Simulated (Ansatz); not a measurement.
# What a change does: single-point calculation on BSi2H5F2

System: BSi2H5F2, SMILES B[Si](F)(F)[SiH3].
Method of the first run: RKS PBE0-D4/def2-SVP (Ansatz 0.2.0).

Text and figures count atoms from 1; the logs count them from 0 in places.

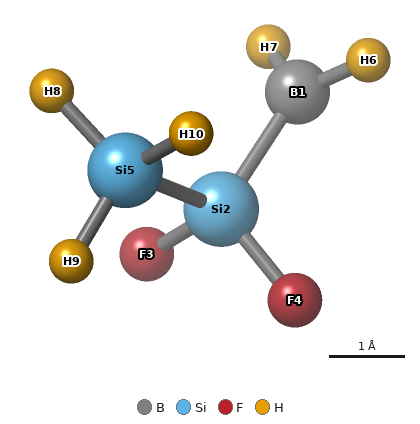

Figure 1. The structure (ball-and-stick view, seen at a tilt; atoms are numbered from 1 in the order of the input).

The input, the first run:
```yaml
crystal:
  periodic: [false, false, false]
  atoms:
    - { symbol: B, position_ang: [-0.788594, 1.035645, -1.532916] }
    - { symbol: Si, position_ang: [-0.348402, -0.631526, -0.506996] }
    - { symbol: F, position_ang: [-1.665484, -1.246012, 0.224927] }
    - { symbol: F, position_ang: [0.187837, -1.811838, -1.490506] }
    - { symbol: Si, position_ang: [1.291064, -0.278894, 1.147779] }
    - { symbol: H, position_ang: [-0.002317, 1.493053, -2.325958] }
    - { symbol: H, position_ang: [-1.789328, 1.66259, -1.284343] }
    - { symbol: H, position_ang: [0.806861, 0.741916, 2.126951] }
    - { symbol: H, position_ang: [1.563737, -1.564637, 1.857984] }
    - { symbol: H, position_ang: [2.549338, 0.219675, 0.512659] }
basis:
  gaussian: { orbitals: def2-SVP }
hamiltonian:
  xc: pbe0
  dispersion: d4
output:
  forces: true
```

Launched with:
```bash
ansatz run input.yaml --threads 1 --pin off --max-ram 2560MiB --backend cpu --events-out ev --progress --plain --runs-dir out
```

Hardware: 1 thread of Intel Xeon (Granite Rapids), 176 GiB of memory available, shared host.

Output (the first run):
```
Engine: ansatz 0.2.0, x86_64-unknown-linux-gnu
Functional definition: PBE0
  parameter a = 0.25
  parameter kappa = 0.804
  parameter beta = 0.06672455060314922
  exchange = (1 - a)*pbe_x(kappa = kappa, mu = beta*pi^2/3) + a*exact_x
  correlation = pbe_c(beta = beta)
990 factors; integrals over basis functions are off by at most 1.2e-3 eV
mean field evaluation 1: about -21923.1777 eV, gradient 3.9e1 eV
mean field evaluation 2: about -21920.8545 eV, gradient 5.7e1 eV
mean field evaluation 4: about -21925.7136 eV, gradient 8.6e-1 eV
mean field evaluation 8: about -21925.7801 eV, gradient 5.7e-2 eV
mean field evaluation 16: about -21925.7801 eV, gradient 7.7e-5 eV
mean field -21925.78013091 eV, -805.7575579832 hartree, gradient 7.7e-5 eV, S^2 0.000000; 0 other end points of the search recorded, 0 dependent functions left out
the calculation of the forces begins
reference -21925.78015937 eV, -805.7575590292 hartree; 28, 28 occupied and 75, 75 virtual orbitals, 990 factors
Total energy: -21925.96258364 eV, -805.7642629977 hartree
Atom 0 at    -0.788594     1.035645    -1.532916 Å, force    -0.030628     0.012800     0.014976 eV/Å
Atom 1 at    -0.348402    -0.631526    -0.506996 Å, force     0.016931    -0.013818     0.031551 eV/Å
Atom 2 at    -1.665484    -1.246012     0.224927 Å, force     0.018208    -0.000652    -0.007245 eV/Å
Atom 3 at     0.187837    -1.811838    -1.490506 Å, force     0.004259     0.011448    -0.027270 eV/Å
Atom 4 at     1.291064    -0.278894     1.147779 Å, force    -0.012923    -0.010995     0.005125 eV/Å
Atom 5 at    -0.002317     1.493053    -2.325958 Å, force    -0.001602    -0.028985    -0.015836 eV/Å
Atom 6 at    -1.789328     1.662590    -1.284343 Å, force     0.010457     0.023959    -0.009150 eV/Å
Atom 7 at     0.806861     0.741916     2.126951 Å, force     0.003047     0.002389     0.004953 eV/Å
Atom 8 at     1.563737    -1.564637     1.857984 Å, force    -0.000870     0.004893     0.005714 eV/Å
Atom 9 at     2.549338     0.219675     0.512659 Å, force    -0.006880    -0.001040    -0.002819 eV/Å
Dipole moment:     0.118215     0.372682    -0.001551 e Å
```

For the second run the input was changed thus:
```diff
-    - { symbol: F, position_ang: [-1.665484, -1.246012, 0.224927] }
-    - { symbol: F, position_ang: [0.187837, -1.811838, -1.490506] }
-    - { symbol: Si, position_ang: [1.291064, -0.278894, 1.147779] }
+    - { symbol: F, position_ang: [1.230139, -1.007285, -0.629556] }
+    - { symbol: F, position_ang: [-0.623346, -0.440838, 1.085494] }
+    - { symbol: Si, position_ang: [-1.587352, -2.501066, -1.228318] }
-    - { symbol: H, position_ang: [0.806861, 0.741916, 2.126951] }
-    - { symbol: H, position_ang: [1.563737, -1.564637, 1.857984] }
-    - { symbol: H, position_ang: [2.549338, 0.219675, 0.512659] }
+    - { symbol: H, position_ang: [-1.302255, -2.767786, -2.671531] }
+    - { symbol: H, position_ang: [-1.205665, -3.693626, -0.413461] }
+    - { symbol: H, position_ang: [-3.048765, -2.230269, -1.06664] }
```

What does this change do to the results?

With the same method and basis, the second run lies 0.6 kcal/mol higher. The largest force goes from 0.038 to 0.710 eV/Å.

Output (the second run):
```
Engine: ansatz 0.2.0, x86_64-unknown-linux-gnu
Functional definition: PBE0
  parameter a = 0.25
  parameter kappa = 0.804
  parameter beta = 0.06672455060314922
  exchange = (1 - a)*pbe_x(kappa = kappa, mu = beta*pi^2/3) + a*exact_x
  correlation = pbe_c(beta = beta)
990 factors; integrals over basis functions are off by at most 1.1e-3 eV
mean field evaluation 1: about -21923.1574 eV, gradient 3.9e1 eV
mean field evaluation 2: about -21920.8263 eV, gradient 5.7e1 eV
mean field evaluation 4: about -21925.6864 eV, gradient 8.6e-1 eV
mean field evaluation 8: about -21925.7532 eV, gradient 7.2e-2 eV
mean field evaluation 16: about -21925.7532 eV, gradient 7.5e-5 eV
mean field -21925.75322347 eV, -805.7565691533 hartree, gradient 7.5e-5 eV, S^2 0.000000; 0 other end points of the search recorded, 0 dependent functions left out
the calculation of the forces begins
reference -21925.75325187 eV, -805.7565701969 hartree; 28, 28 occupied and 75, 75 virtual orbitals, 990 factors
Total energy: -21925.93547193 eV, -805.7632666608 hartree
Atom 0 at    -0.788594     1.035645    -1.532916 Å, force     0.354040     0.405148     0.463698 eV/Å
Atom 1 at    -0.348402    -0.631526    -0.506996 Å, force    -0.127116    -0.250139    -0.141911 eV/Å
Atom 2 at     1.230139    -1.007285    -0.629556 Å, force    -0.021025     0.032273     0.009938 eV/Å
Atom 3 at    -0.623346    -0.440838     1.085494 Å, force    -0.001992     0.075054    -0.023529 eV/Å
Atom 4 at    -1.587352    -2.501066    -1.228318 Å, force     0.049757    -0.013261     0.052881 eV/Å
Atom 5 at    -0.002317     1.493053    -2.325958 Å, force    -0.128226    -0.106458    -0.188435 eV/Å
Atom 6 at    -1.789328     1.662590    -1.284343 Å, force    -0.111016    -0.127523    -0.145134 eV/Å
Atom 7 at    -1.302255    -2.767786    -2.671531 Å, force    -0.003620    -0.002758    -0.009599 eV/Å
Atom 8 at    -1.205665    -3.693626    -0.413461 Å, force    -0.011531    -0.017216    -0.015070 eV/Å
Atom 9 at    -3.048765    -2.230269    -1.066640 Å, force     0.000728     0.004879    -0.002840 eV/Å
Dipole moment:    -0.248095     0.106166    -0.304663 e Å
```

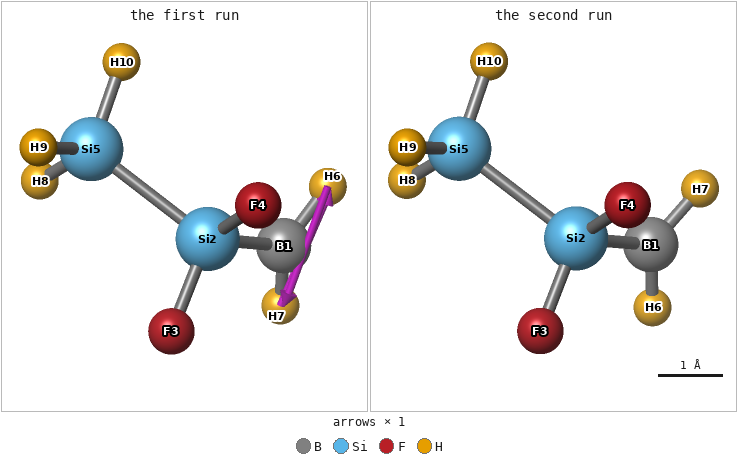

Figure 2. The two input geometries at one scale (ball-and-stick view, seen at a tilt). The pink arrows on the first give the shifts of the atoms after the best rigid fit, at true length. H6 moves most after the best rigid fit: 2.08 Å. Largest moves by element: H 2.08 Å, B 0.05 Å, F 0.03 Å, Si 0.02 Å.

The two runs side by side:

| quantity | the first run | the second run |
| --- | --- | --- |
| outcome | converged | converged |
| total energy (hartree) | −805.764263 | −805.763267 |
| largest force (eV/Å) | 0.038 | 0.710 |
| basis functions | 103 | 103 |
| wall time (shared host) | 3.5 s | 3.7 s |
